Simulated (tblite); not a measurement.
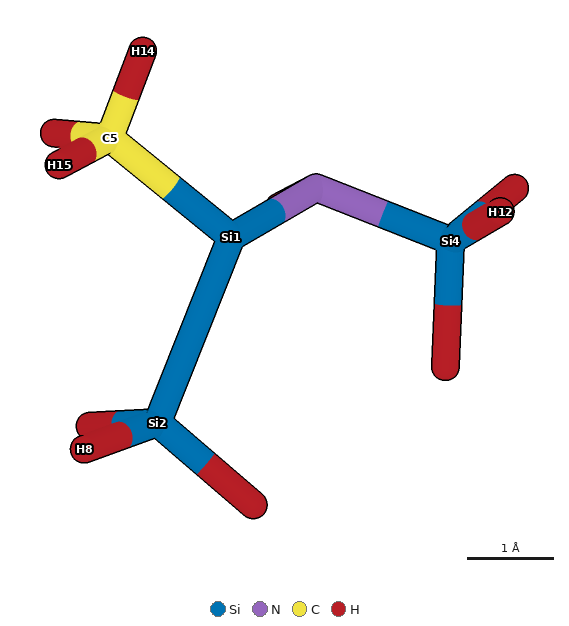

*The starting structure (stick view, seen at a tilt; atoms are numbered from 1 in the order of the input).*

# Run report: CH₁₀NSi₃, geometry relaxation

CH₁₀NSi₃, multiplicity 2, SMILES C[Si]([SiH3])N[SiH3], computed with GFN2-xTB geometry optimisation, gas phase (tblite 0.8.0).

What the program printed
```
step      E/eV     max force
  0    -416.58246    2.295
  1    -416.71793    0.964
  2    -416.76253    0.607
  3    -416.79249    0.656
  4    -416.82567    0.569
  5    -416.85653    0.583
  6    -416.88377    0.468
  7    -416.90583    0.349
  8    -416.92582    0.320
  9    -416.94310    0.343
 10    -416.95597    0.371
 11    -416.96802    0.310
 12    -416.97901    0.368
 13    -416.98652    0.324
 14    -416.99354    0.213
 15    -416.99976    0.185
 16    -417.00716    0.184
 17    -417.01290    0.197
 18    -417.02028    0.219
 19    -417.02752    0.173
 20    -417.03412    0.180
 21    -417.03953    0.195
 22    -417.04505    0.181
 23    -417.05083    0.199
 24    -417.05671    0.188
 25    -417.06038    0.312
 26    -417.06226    0.251
 27    -417.06515    0.124
 28    -417.06795    0.121
 29    -417.07224    0.231
 30    -417.07727    0.244
 31    -417.08218    0.185
 32    -417.08526    0.119
 33    -417.08746    0.095
 34    -417.09001    0.124
 35    -417.09209    0.155
 36    -417.09308    0.124
 37    -417.09416    0.081
 38    -417.09498    0.060
 39    -417.09651    0.083
 40    -417.09771    0.088
 41    -417.09913    0.105
 42    -417.10013    0.062
 43    -417.10102    0.060
 44    -417.10175    0.065
 45    -417.10259    0.078
 46    -417.10343    0.073
 47    -417.10423    0.064
 48    -417.10497    0.073
 49    -417.10570    0.110
 50    -417.10638    0.118
 51    -417.10702    0.083
 52    -417.10775    0.065
 53    -417.10879    0.078
 54    -417.10995    0.105
 55    -417.11138    0.144
 56    -417.11234    0.093
 57    -417.11310    0.054
 58    -417.11367    0.060
 59    -417.11540    0.118
 60    -417.11743    0.169
 61    -417.11964    0.134
 62    -417.12107    0.115
 63    -417.12181    0.127
 64    -417.12250    0.101
 65    -417.12341    0.106
 66    -417.12640    0.137
 67    -417.12782    0.122
 68    -417.13000    0.099
 69    -417.13155    0.108
 70    -417.13299    0.076
 71    -417.13375    0.055
 72    -417.13427    0.069
 73    -417.13464    0.042
 74    -417.13501    0.037
 75    -417.13532    0.040
 76    -417.13579    0.049
 77    -417.13625    0.050
 78    -417.13661    0.039
 79    -417.13684    0.031
 80    -417.13702    0.040
 81    -417.13717    0.044
 82    -417.13733    0.037
 83    -417.13749    0.030
 84    -417.13767    0.047
 85    -417.13792    0.063
 86    -417.13826    0.075
 87    -417.13864    0.058
 88    -417.13898    0.052
 89    -417.13924    0.055
 90    -417.13946    0.056
 91    -417.13966    0.042
 92    -417.13984    0.031
 93    -417.13999    0.037
 94    -417.14016    0.040
 95    -417.14038    0.045
 96    -417.14063    0.037
 97    -417.14082    0.024
 98    -417.14096    0.026
 99    -417.14106    0.023
100    -417.14115    0.024
101    -417.14123    0.019
102    -417.14131    0.017
103    -417.14137    0.021
104    -417.14144    0.021
105    -417.14150    0.019
106    -417.14156    0.015
107    -417.14160    0.017
108    -417.14166    0.021
109    -417.14172    0.022
110    -417.14179    0.023
111    -417.14186    0.025
112    -417.14193    0.029
113    -417.14202    0.030
114    -417.14215    0.029
115    -417.14236    0.049
116    -417.14266    0.067
117    -417.14300    0.066
118    -417.14326    0.044
119    -417.14340    0.031
120    -417.14352    0.025
121    -417.14363    0.020
122    -417.14371    0.022
123    -417.14378    0.024
124    -417.14385    0.023
125    -417.14391    0.018
126    -417.14396    0.016
127    -417.14400    0.018
128    -417.14405    0.018
129    -417.14411    0.022
130    -417.14419    0.024
131    -417.14430    0.039
132    -417.14444    0.045
133    -417.14458    0.038
134    -417.14471    0.028
135    -417.14481    0.028
136    -417.14491    0.034
137    -417.14501    0.034
138    -417.14511    0.025
139    -417.14518    0.020
140    -417.14521    0.020
141    -417.14525    0.014
142    -417.14531    0.020
143    -417.14536    0.020
144    -417.14543    0.027
145    -417.14547    0.023
146    -417.14554    0.020
147    -417.14562    0.019
148    -417.14571    0.019
149    -417.14578    0.018
150    -417.14582    0.017
151    -417.14586    0.011
152    -417.14589    0.012
153    -417.14592    0.014
154    -417.14595    0.014
155    -417.14598    0.012
156    -417.14600    0.012
157    -417.14601    0.011
158    -417.14602    0.009
159    -417.14603    0.005
```

Trajectory as extended XYZ (Å, eV, eV/Å), 7 of the 28 frames kept, from step=0 to step=159
```
15
Properties=species:S:1:pos:R:3:forces:R:3 step=0 energy=-416.58246
Si   -0.1430    0.4809    0.3735   -1.3440  -0.7480   1.7030
Si   -1.6895   -1.2852    0.4085    0.5850   0.1610  -0.6530
N     1.2092    0.2950   -0.6501   -0.4550   0.1010  -1.5190
Si    2.3924   -0.7080    0.0281    1.3770  -1.1460   0.5870
C    -1.0642    2.0511   -0.0162    0.0730   1.2240   0.2190
H    -1.0135   -2.5145    0.8767   -0.2710   0.1320  -0.1280
H    -2.1792   -1.5000   -1.0116    0.0140  -0.1240   0.7200
H    -2.7969   -0.9427    1.2903   -0.1110  -0.0870  -0.0410
H     0.9038   -0.0669   -1.5574    0.3650   0.4960   0.0500
H     1.8260   -2.0753    0.1732    0.2510   0.2120   0.0870
H     3.5065   -0.7346   -0.9203    0.0240  -0.0230   0.0010
H     2.8013   -0.1577    1.3323   -0.1490  -0.0860  -0.2960
H    -1.4701    2.0210   -1.0117   -0.2590   0.1150  -0.3500
H    -0.3716    2.9072    0.0336   -0.4560  -0.1670  -0.0380
H    -1.8825    2.2253    0.6959    0.3550  -0.0600  -0.3430
15
Properties=species:S:1:pos:R:3:forces:R:3 step=24 energy=-417.05671
Si   -0.3290    0.4561    0.4930   -0.1260   0.0100   0.0080
Si   -1.7738   -1.3288    0.3917    0.0770   0.0420  -0.1160
N     1.0905    0.1185   -0.4667    0.0170   0.0220   0.0120
Si    2.4722   -0.8047    0.0083    0.0410  -0.0850   0.0200
C    -1.0627    2.1384   -0.0844    0.0730  -0.0810   0.0070
H    -1.0855   -2.5142    0.8933    0.0560  -0.1230   0.0280
H    -2.3775   -1.7361   -0.8902   -0.0180  -0.0200   0.0300
H    -2.8960   -1.0693    1.2858   -0.1410   0.0490   0.0850
H     1.1072    0.4617   -1.4137   -0.0490   0.0840  -0.0310
H     2.1683   -2.2273    0.2146   -0.0950   0.0400  -0.0120
H     3.4359   -0.7000   -1.0891    0.0170   0.0750   0.0380
H     2.9293   -0.2381    1.2782    0.0680  -0.0080  -0.0370
H    -1.4248    2.1079   -1.1143    0.0700  -0.0280   0.1040
H    -0.3177    2.9299   -0.0151   -0.1310   0.0090  -0.0160
H    -1.9078    2.4017    0.5531    0.1440   0.0150  -0.1200
15
Properties=species:S:1:pos:R:3:forces:R:3 step=54 energy=-417.10995
Si   -0.3826    0.4120    0.5565    0.0150  -0.0540  -0.0250
Si   -1.8037   -1.3967    0.4278    0.0110   0.0770  -0.0080
N     1.0868    0.2123   -0.3733   -0.0070   0.0270  -0.0140
Si    2.4531   -0.7901   -0.0307   -0.0720  -0.0080  -0.0330
C    -1.0219    2.0727   -0.1533   -0.0030  -0.0410   0.0170
H    -1.1375   -2.5882    0.9673    0.0020   0.0310  -0.0120
H    -2.4494   -1.8434   -0.8208    0.0330  -0.0180   0.0110
H    -2.9302   -1.0706    1.3158    0.0260  -0.0120  -0.0020
H     1.2395    0.9176   -1.0809    0.0110  -0.0750   0.0720
H     1.9790   -2.1671    0.0981   -0.0210  -0.0160   0.0210
H     3.3523   -0.6363   -1.1703    0.0640   0.0010  -0.0370
H     3.0908   -0.3586    1.2153    0.0430  -0.0190   0.0210
H    -1.2562    1.9799   -1.2118   -0.0440  -0.0070  -0.0240
H    -0.2723    2.8524   -0.0555   -0.0220   0.0760   0.0290
H    -1.9190    2.3998    0.3605   -0.0350   0.0390  -0.0170
15
Properties=species:S:1:pos:R:3:forces:R:3 step=84 energy=-417.13767
Si   -0.3583    0.5027    0.5918   -0.0130   0.0360   0.0060
Si   -1.7037   -1.3516    0.4550    0.0030  -0.0200  -0.0020
N     1.1740    0.3378   -0.2386   -0.0180  -0.0430  -0.0030
Si    2.3953   -0.8765   -0.0756    0.0280   0.0110   0.0000
C    -1.1100    2.0728   -0.2145    0.0120   0.0160   0.0020
H    -1.0184   -2.5005    1.0565    0.0100   0.0050   0.0120
H    -2.2790   -1.8754   -0.7975    0.0140   0.0080   0.0050
H    -2.8684   -1.0452    1.2986    0.0030  -0.0070  -0.0130
H     1.4682    1.1538   -0.7527   -0.0100   0.0150  -0.0030
H     1.7083   -2.1618    0.0248   -0.0100   0.0030  -0.0030
H     3.2280   -0.7860   -1.2783   -0.0170  -0.0020   0.0230
H     3.2122   -0.6492    1.1241   -0.0090  -0.0080  -0.0230
H    -1.2168    1.9425   -1.2905   -0.0090   0.0030   0.0080
H    -0.5056    2.9621   -0.0526    0.0020  -0.0150   0.0130
H    -2.0970    2.2703    0.1942    0.0130  -0.0020  -0.0210
15
Properties=species:S:1:pos:R:3:forces:R:3 step=108 energy=-417.14166
Si   -0.3826    0.5342    0.6174    0.0030   0.0030   0.0020
Si   -1.6657   -1.3632    0.4767   -0.0080  -0.0110   0.0020
N     1.1521    0.3504   -0.2065    0.0060  -0.0040   0.0020
Si    2.3487   -0.8932   -0.0942   -0.0030  -0.0050  -0.0100
C    -1.1046    2.0987   -0.2255   -0.0110   0.0080  -0.0060
H    -0.9596   -2.4652    1.1403   -0.0080   0.0070  -0.0010
H    -2.1502   -1.9260   -0.7958    0.0070  -0.0100   0.0060
H    -2.8846   -1.1013    1.2556    0.0120   0.0130  -0.0110
H     1.4721    1.1827   -0.6780   -0.0010   0.0050  -0.0050
H     1.6289   -2.1612   -0.0028    0.0040   0.0060   0.0000
H     3.1496   -0.8010   -1.3172    0.0000  -0.0010   0.0080
H     3.2058   -0.7108    1.0834   -0.0020  -0.0010  -0.0010
H    -1.1524    1.9692   -1.3055    0.0020  -0.0020  -0.0050
H    -0.5154    2.9908   -0.0290    0.0100  -0.0060   0.0100
H    -2.1135    2.2916    0.1259   -0.0100  -0.0020   0.0100
15
Properties=species:S:1:pos:R:3:forces:R:3 step=132 energy=-417.14444
Si   -0.3798    0.5360    0.5972   -0.0060  -0.0310   0.0120
Si   -1.6389   -1.3806    0.4759    0.0280   0.0350   0.0040
N     1.1453    0.3537   -0.2450   -0.0100   0.0080   0.0080
Si    2.3247   -0.9045   -0.1221    0.0140   0.0000  -0.0070
C    -1.1058    2.1231   -0.1974    0.0070  -0.0250  -0.0010
H    -0.9890   -2.3986    1.3096   -0.0040  -0.0110   0.0060
H    -1.9917   -2.0778   -0.7727   -0.0020   0.0030   0.0000
H    -2.9258   -1.0615    1.1076   -0.0150   0.0040  -0.0060
H     1.4743    1.1842   -0.7139   -0.0150  -0.0050   0.0080
H     1.5839   -2.1612   -0.0408    0.0090   0.0010  -0.0020
H     3.1417   -0.8178   -1.3335    0.0060  -0.0040  -0.0080
H     3.1703   -0.7356    1.0656   -0.0020  -0.0050   0.0030
H    -1.1390    2.0360   -1.2817   -0.0020   0.0050  -0.0150
H    -0.5216    3.0070    0.0447   -0.0070   0.0160  -0.0050
H    -2.1198    2.2932    0.1511   -0.0010   0.0090   0.0050
15
Properties=species:S:1:pos:R:3:forces:R:3 step=159 energy=-417.14603
Si   -0.3707    0.5370    0.6220   -0.0020  -0.0020   0.0030
Si   -1.6350   -1.3730    0.4948   -0.0010  -0.0030  -0.0020
N     1.1553    0.3613   -0.2193   -0.0020   0.0020  -0.0030
Si    2.3296   -0.9056   -0.1485    0.0030   0.0010  -0.0030
C    -1.1080    2.1093   -0.1930    0.0010  -0.0010   0.0010
H    -1.0617   -2.3678    1.4098    0.0000   0.0030  -0.0020
H    -1.9075   -2.1099   -0.7508    0.0020  -0.0010   0.0010
H    -2.9624   -1.0182    1.0156    0.0000   0.0000   0.0010
H     1.4825    1.2016   -0.6711    0.0000   0.0010   0.0010
H     1.5828   -2.1607   -0.0962    0.0010   0.0000   0.0000
H     3.1335   -0.7887   -1.3669    0.0000  -0.0020   0.0040
H     3.1880   -0.7772    1.0351    0.0000  -0.0030   0.0000
H    -1.1321    2.0123   -1.2772   -0.0010  -0.0010   0.0000
H    -0.5389    3.0046    0.0440    0.0000   0.0030  -0.0020
H    -2.1268    2.2708    0.1464    0.0000   0.0020   0.0010
```

This output came from the following input.

The input
```
{"job": {"kind": "relax", "xc": "GFN2-xTB", "basis": "xTB"}, "charge": 0, "multiplicity": 2}
Si    -0.142958     0.480922     0.373482
Si    -1.689491    -1.285245     0.408511
N      1.209171     0.294962    -0.650141
Si     2.392424    -0.707974     0.028125
C     -1.064179     2.051137    -0.016228
H     -1.013460    -2.514450     0.876699
H     -2.179172    -1.499974    -1.011628
H     -2.796910    -0.942691     1.290348
H      0.903756    -0.066886    -1.557388
H      1.825989    -2.075320     0.173158
H      3.506540    -0.734624    -0.920282
H      2.801253    -0.157734     1.332348
H     -1.470123     2.021020    -1.011727
H     -0.371645     2.907164     0.033551
H     -1.882546     2.225338     0.695941
```

The first line tells a small driver script what to run in tblite; the rest is the geometry in Å.

Command:
```bash
OMP_NUM_THREADS=1 python <driver script> task.json out
```

Results in brief

- outcome: converged
- total energy: −417.1460 eV
- hardware: 1 CPU thread, shared host
- wall time: 4.7 s
- peak memory: 0.18 GiB
